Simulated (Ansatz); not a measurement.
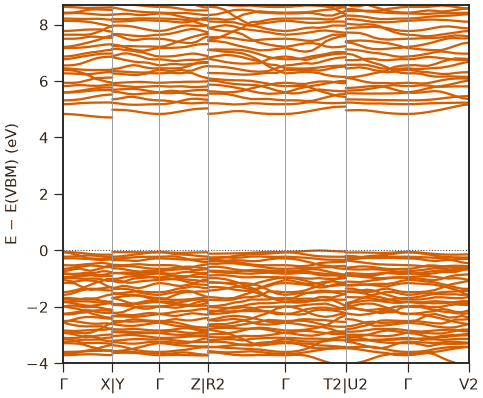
Band structure from DFT-r²SCAN in the program Ansatz with PAW potentials

The gap is 4.71 eV; an edge lies off the plotted path or next to a special point (maximum off the standard path, minimum at X).

Task: Which compound is it?
A. YSbO4, P-1 (Pearson symbol aP24)
B. SnP2O7, P-1 (Pearson symbol aP20)
C. Y4Zr3O12, P-1 (Pearson symbol aP19)

Result: C, Y4Zr3O12, P-1 (Pearson symbol aP19)

The first step of the workflow began from a Materials Project structure, measured or hypothetical; the Crystallography Open Database copy checked does not list it. Entries of such low symmetry are often ordered models of mixed-site phases. Whether it is the stable phase at ambient conditions was not checked. The r²SCAN relaxation kept the symmetry of its start; its stability against distortions is not shown here. No spin polarisation was allowed. Spin–orbit coupling is left out wherever it is not named.

Potentials: the later of the program's two PAW sets.
